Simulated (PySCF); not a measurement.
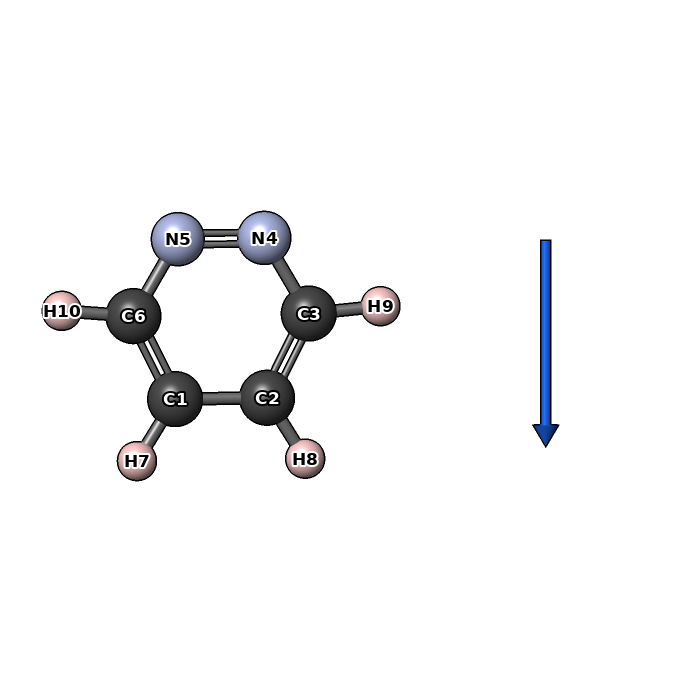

The arrow beside the molecule shows the direction of the dipole moment, from the negative to the positive end (its length means nothing). The computed structure is the end point of a GFN2-xTB optimisation. No frequency run is at hand to confirm it as a minimum. Level of theory: PBE0/def2-SVPD, gas phase (PySCF 2.14.0).

Q: Estimate the dipole moment.

A: 4.17 D; it points from the side of N4, N5 to the side of H7, H8 (the outermost atoms at the two ends).
